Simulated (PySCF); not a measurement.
**UMP2/STO-6G run of BSiH4 (SMILES [BH][SiH3])**

Aim: the vertical ionisation energy of BSiH4 at UMP2/STO-6G, from 2 runs. 

Program for the calculation: PySCF 2.14.0.

5 further runs of the same task are left out: 5 set aside as unsound or not needed.

## Step 1: Starting point

BSiH4: 6 atoms, total charge 0, spin state doublet. As SMILES, `[BH][SiH3]`. Geometry: relaxed at GFN2-xTB.

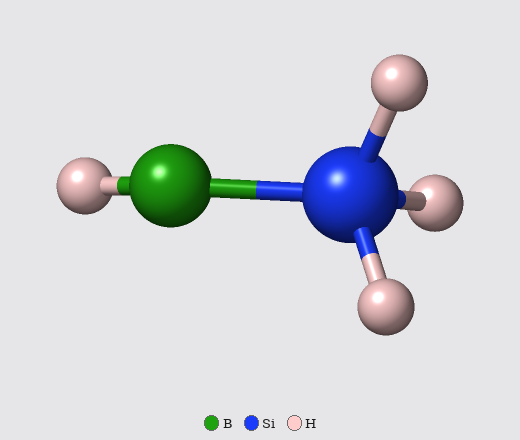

The structure, seen from a chosen angle (boron green, silicon blue, hydrogen pink).

## Step 2: The energy at UMP2/STO-6G

File geometry.xyz:

```xyz
6

B      0.938510    -0.830080     0.651420
Si    -0.268720     0.378400    -0.198310
H      1.206890    -1.921260     0.929580
H     -1.511470    -0.138420    -0.820190
H      0.392690     1.102720    -1.300860
H     -0.757900     1.408630     0.738360
```

File job.py:

```python
from pyscf import gto, scf, mp

mol = gto.Mole()
mol.atom = 'geometry.xyz'
mol.charge = 0
mol.spin = 1
mol.basis = 'sto-6g'
mol.verbose = 4
mol.max_memory = 1860
mol.build()

hf = scf.UHF(mol)
hf.conv_tol = 1e-10
hf.kernel()
if not hf.converged:
    hf = hf.newton().run(hf.mo_coeff, hf.mo_occ)

pt = mp.MP2(hf, frozen=6).run()
etot = pt.e_tot
print(f'total energy: {etot:.8f} hartree')
```

The run is started by

```sh
$ OMP_NUM_THREADS=1 python job.py
```

The log of the run:

```text
PySCF version 2.14.0

[INPUT] num. atoms = 6
[INPUT] num. electrons = 23
[INPUT] charge = 0
[INPUT] spin (= nelec alpha-beta = 2S) = 1
[INPUT] symmetry False subgroup None
[INPUT] Mole.unit = angstrom
[INPUT] Symbol           X                Y                Z      unit          X                Y                Z       unit  Magmom
[INPUT]  1 B      0.938510000000  -0.830080000000   0.651420000000 AA    1.773526865166  -1.568623861479   1.231005392064 Bohr   0.0
[INPUT]  2 Si    -0.268720000000   0.378400000000  -0.198310000000 AA   -0.507807204193   0.715072365535  -0.374751587762 Bohr   0.0
[INPUT]  3 H      1.206890000000  -1.921260000000   0.929580000000 AA    2.280691562476  -3.630655214082   1.756651610873 Bohr   0.0
[INPUT]  4 H     -1.511470000000  -0.138420000000  -0.820190000000 AA   -2.856264345496  -0.261575890162  -1.549934470107 Bohr   0.0
[INPUT]  5 H      0.392690000000   1.102720000000  -1.300860000000 AA    0.742076551855   2.083838792080  -2.458269126402 Bohr   0.0
[INPUT]  6 H     -0.757900000000   1.408630000000   0.738360000000 AA   -1.432223429808   2.661924910846   1.395298181334 Bohr   0.0

nuclear repulsion = 43.1281884885107
number of shells = 12
number of NR pGTOs = 108
number of NR cGTOs = 18
basis = sto-6g
ecp = {}

******** <class 'pyscf.scf.uhf.UHF'> ********
method = UHF
initial guess = minao
damping factor = 0
level_shift factor = 0
DIIS = <class 'pyscf.scf.diis.CDIIS'>
diis_start_cycle = 1
diis_space = 8
diis_damp = 0
SCF conv_tol = 1e-10
SCF conv_tol_grad = None
SCF max_cycles = 50
direct_scf = True
direct_scf_tol = 1e-13
number electrons alpha = 12  beta = 11
Set gradient conv threshold to 1e-05
init E= -314.377106472627
[... the frontier-level lines of each cycle are left out ...]

cycle= 1 E= -314.697846228435  delta_E= -0.321  |g|= 0.145  |ddm|= 1.84
cycle= 2 E= -314.727070563079  delta_E= -0.0292  |g|= 0.0513  |ddm|= 0.341
cycle= 3 E= -314.731790038938  delta_E= -0.00472  |g|= 0.0126  |ddm|= 0.164
cycle= 4 E= -314.732098573877  delta_E= -0.000309  |g|= 0.00495  |ddm|= 0.0377
cycle= 5 E= -314.732150655061  delta_E= -5.21e-05  |g|= 0.00132  |ddm|= 0.0195
cycle= 6 E= -314.732154249616  delta_E= -3.59e-06  |g|= 0.000325  |ddm|= 0.00499
cycle= 7 E= -314.732154487159  delta_E= -2.38e-07  |g|= 0.000132  |ddm|= 0.0011
cycle= 8 E= -314.732154537811  delta_E= -5.07e-08  |g|= 5.23e-05  |ddm|= 0.000625
cycle= 9 E= -314.732154548768  delta_E= -1.1e-08  |g|= 2.89e-05  |ddm|= 0.000266
cycle= 10 E= -314.732154554237  delta_E= -5.47e-09  |g|= 2.18e-05  |ddm|= 0.000176
cycle= 11 E= -314.732154558804  delta_E= -4.57e-09  |g|= 1.86e-05  |ddm|= 0.00017
cycle= 12 E= -314.732154566243  delta_E= -7.44e-09  |g|= 1.31e-05  |ddm|= 0.000358
cycle= 13 E= -314.732154571726  delta_E= -5.48e-09  |g|= 4.79e-06  |ddm|= 0.000514
cycle= 14 E= -314.732154572174  delta_E= -4.48e-10  |g|= 1.81e-06  |ddm|= 0.000159
cycle= 15 E= -314.732154572194  delta_E= -2e-11  |g|= 6.51e-07  |ddm|= 2.81e-05
Extra cycle  E= -314.732154572194  delta_E= -6.25e-13  |g|= 4.15e-07  |ddm|= 1.34e-06
converged SCF energy = -314.732154572194  <S^2> = 0.75666901  2S+1 = 2.0066579

******** <class 'pyscf.mp.ump2.UMP2'> ********
nocc = (np.int64(6), np.int64(5)), nmo = (12, 12)
frozen orbitals 6
E(UMP2) = -314.793515653744  E_corr = -0.061361081549923
E(SCS-UMP2) = -314.803464020607  E_corr = -0.0713094484133282
E_corr(same-spin) = -0.00268136474605314
E_corr(oppo-spin) = -0.0586797168038699
total energy: -314.79351565 hartree
```

Wall time 1 s (1 thread of Arm Neoverse V1, shared host); peak memory 0.11 GiB.

## Step 3: The singlet cation

File job.py:

```python
from pyscf import gto, mp

system = gto.Mole()
system.atom = '''
B    0.938510  -0.830080   0.651420
Si  -0.268720   0.378400  -0.198310
H    1.206890  -1.921260   0.929580
H   -1.511470  -0.138420  -0.820190
H    0.392690   1.102720  -1.300860
H   -0.757900   1.408630   0.738360
'''
system.basis = 'sto-6g'
system.charge = 1
system.spin = 0
system.verbose = 4
system.max_memory = 1860
system.build()

myscf = system.RHF()
myscf.conv_tol = 1e-10
myscf.kernel()
if not myscf.converged:
    myscf = myscf.newton().run(myscf.mo_coeff, myscf.mo_occ)

pt = mp.MP2(myscf, frozen=6).run()
e_final = pt.e_tot
print(f'total energy: {e_final:.8f} hartree')
```

The run is started by

```sh
$ OMP_NUM_THREADS=1 python job.py
```

The log of the run:

```text
PySCF version 2.14.0

[INPUT] num. atoms = 6
[INPUT] num. electrons = 22
[INPUT] charge = 1
[INPUT] spin (= nelec alpha-beta = 2S) = 0
[INPUT] symmetry False subgroup None
[INPUT] Mole.unit = angstrom
[INPUT] Symbol           X                Y                Z      unit          X                Y                Z       unit  Magmom
[INPUT]  1 B      0.938510000000  -0.830080000000   0.651420000000 AA    1.773526865166  -1.568623861479   1.231005392064 Bohr   0.0
[INPUT]  2 Si    -0.268720000000   0.378400000000  -0.198310000000 AA   -0.507807204193   0.715072365535  -0.374751587762 Bohr   0.0
[INPUT]  3 H      1.206890000000  -1.921260000000   0.929580000000 AA    2.280691562476  -3.630655214082   1.756651610873 Bohr   0.0
[INPUT]  4 H     -1.511470000000  -0.138420000000  -0.820190000000 AA   -2.856264345496  -0.261575890162  -1.549934470107 Bohr   0.0
[INPUT]  5 H      0.392690000000   1.102720000000  -1.300860000000 AA    0.742076551855   2.083838792080  -2.458269126402 Bohr   0.0
[INPUT]  6 H     -0.757900000000   1.408630000000   0.738360000000 AA   -1.432223429808   2.661924910846   1.395298181334 Bohr   0.0

nuclear repulsion = 43.1281884885107
number of shells = 12
number of NR pGTOs = 108
number of NR cGTOs = 18
basis = sto-6g
ecp = {}

******** <class 'pyscf.scf.hf.RHF'> ********
method = RHF
initial guess = minao
damping factor = 0
level_shift factor = 0
DIIS = <class 'pyscf.scf.diis.CDIIS'>
diis_start_cycle = 1
diis_space = 8
diis_damp = 0
SCF conv_tol = 1e-10
SCF conv_tol_grad = None
SCF max_cycles = 50
direct_scf = True
direct_scf_tol = 1e-13
Set gradient conv threshold to 1e-05
Initial guess from minao.
init E= -314.377106472627
  HOMO = -0.296719006510832  LUMO = 0.0572229835851087  gap/eV = 9.63125
cycle= 1 E= -314.455803461869  delta_E= -0.0787  |g|= 0.335  |ddm|= 2.39
  HOMO = -0.62445256959979  LUMO = -0.251342767268423  gap/eV = 10.15283
cycle= 2 E= -314.511360935132  delta_E= -0.0556  |g|= 0.0563  |ddm|= 0.688
  HOMO = -0.638751316586817  LUMO = -0.162459989780346  gap/eV = 12.96055
cycle= 3 E= -314.513470625877  delta_E= -0.00211  |g|= 0.0169  |ddm|= 0.116
  HOMO = -0.636284456848545  LUMO = -0.167881436662446  gap/eV = 12.74590
cycle= 4 E= -314.513678460799  delta_E= -0.000208  |g|= 0.00212  |ddm|= 0.0445
  HOMO = -0.636483862970419  LUMO = -0.168304269067893  gap/eV = 12.73982
cycle= 5 E= -314.513683023458  delta_E= -4.56e-06  |g|= 0.000531  |ddm|= 0.00583
  HOMO = -0.636386507237669  LUMO = -0.168339600894242  gap/eV = 12.73621
cycle= 6 E= -314.513683333513  delta_E= -3.1e-07  |g|= 8.72e-05  |ddm|= 0.00188
  HOMO = -0.636390657279779  LUMO = -0.168330886404227  gap/eV = 12.73656
cycle= 7 E= -314.513683342553  delta_E= -9.04e-09  |g|= 1.69e-05  |ddm|= 0.00033
  HOMO = -0.636391948372079  LUMO = -0.168331475604003  gap/eV = 12.73657
cycle= 8 E= -314.51368334291  delta_E= -3.57e-10  |g|= 3.03e-06  |ddm|= 6.44e-05
  HOMO = -0.636392381342136  LUMO = -0.168330992211749  gap/eV = 12.73660
cycle= 9 E= -314.513683342923  delta_E= -1.37e-11  |g|= 1.23e-06  |ddm|= 9.18e-06
  HOMO = -0.636392356140146  LUMO = -0.168331001610563  gap/eV = 12.73660
Extra cycle  E= -314.513683342925  delta_E= -1.59e-12  |g|= 7.34e-07  |ddm|= 2.44e-06
converged SCF energy = -314.513683342925

******** <class 'pyscf.mp.mp2.RMP2'> ********
nocc = 5, nmo = 12
frozen orbitals 6
E(RMP2) = -314.584026717413  E_corr = -0.0703433744879809
E(SCS-RMP2) = -314.594539171075  E_corr = -0.0808558281503019
E_corr(same-spin) = -0.00410333219454827
E_corr(oppo-spin) = -0.0662400422934326
total energy: -314.58402672 hartree
```

Run time: 0.93 s. Hardware: 1 thread of Arm Neoverse V1, shared host; peak memory 0.12 GiB.

## Step 4: Outcome

Level: UMP2/STO-6G, 6 core orbitals frozen.

| quantity | value |
| --- | --- |
| doublet BSiH4: total energy | -314.79352 Eh |
| doublet BSiH4: dipole moment (Hartree–Fock density) | 0.56 D |
| doublet BSiH4: HOMO energy (Hartree–Fock orbitals) (highest over α and β) | -7.13 eV |
| doublet BSiH4: LUMO energy (Hartree–Fock orbitals) (lowest over α and β) | 5.95 eV |
| doublet BSiH4: correlation energy (6 core orbitals frozen) | -61.4 mEh |
| doublet BSiH4: ⟨S²⟩ of the reference determinant | 0.757 |
| singlet cation: total energy | -314.58403 Eh |
| singlet cation: HOMO energy (Hartree–Fock orbitals) | -17.32 eV |
| singlet cation: LUMO energy (Hartree–Fock orbitals) | -4.58 eV |
| singlet cation: HOMO–LUMO gap (Hartree–Fock orbitals) | 12.74 eV |
| singlet cation: correlation energy (6 core orbitals frozen) | -70.3 mEh |
| vertical ionisation energy (to the singlet cation) | 5.700 eV |

In words: The vertical ionisation energy comes to 5.70 eV (550 kJ/mol). Only the singlet of the ionised species was computed; a triplet could lie lower. In a minimal basis such a difference can be off by several eV, whatever the method.
